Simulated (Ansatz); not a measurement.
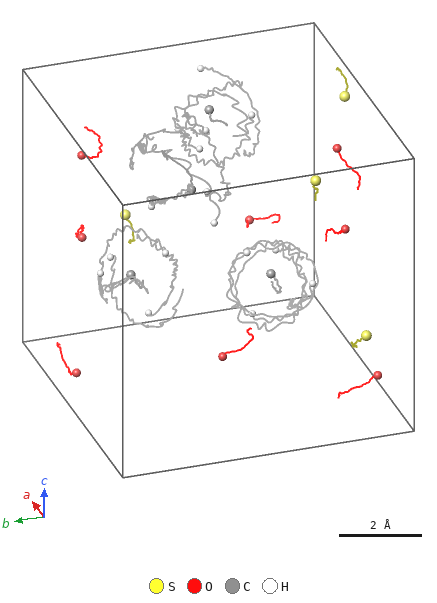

First-principles dynamics of a periodic cell with 4 SO2 + 4 CH4 at 1.214 g/cm³, 200 fs long. It starts from the last geometry of an earlier run, with fresh velocities. Lines trace each atom's path, in the colour of its element; spheres stand at the starting positions. Seen from a free direction in the simulation cell.

Theory: Ansatz, DFT PBE-D3(BJ), scalar-relativistic, plane waves, PAW. Settings: plane-wave cutoff 420 eV; k-point mesh 1 × 1 × 1; Fermi-Dirac smearing 0.02 eV; constant energy (NVE); velocities drawn for 500 K; time step 0.5 fs.

How do the atoms move?

In the second half of the run the atoms are, in the root-mean-square, this far from where they began (common drift taken out): H 1.86 Å, C 0.93 Å, O 0.79 Å, S 0.61 Å. The heavy atoms stay within a fraction of a molecule's size of their starting places, while the hydrogen atoms travel further, as molecules turn; so short a run doesn't tell a liquid from a solid. The total energy stays between −0.15 and 0.2 meV per atom of its start. A straight-line fit has a slope that amounts to −0.013 meV per atom over 200 fs (under 0.1 % of the mean kinetic energy), and the ripple about it is 0.9 % of the kinetic energy's fluctuation. With a drift under 2 % and a ripple under 7 %, the integration is accurate.

Limits of the set-up: the periodic images lie only 7.6 Å apart, so the values are limited by the cell's size.
